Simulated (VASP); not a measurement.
Band structure of HfB2 (AlB2 type). These are MS2 meta-GGA, VASP's PBE PAW potentials (set 64) (plane waves; VASP) values and carry that method's errors.

Unless said otherwise, spin-orbit coupling is left out, though it shifts the bands of the heavy elements here.

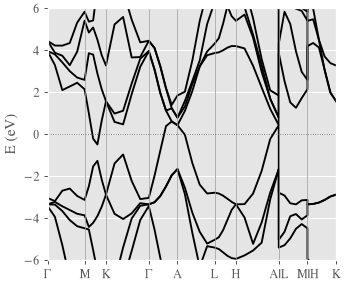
*Bands along high-symmetry lines, zero at the valence-band maximum or, without a gap, the Fermi level*

Read the plot: is there a gap, and where are the band edges?

It has no gap at this level: it comes out as a metal or semimetal.

The compound is HfB2 in the AlB2 type structure. It was relaxed first.
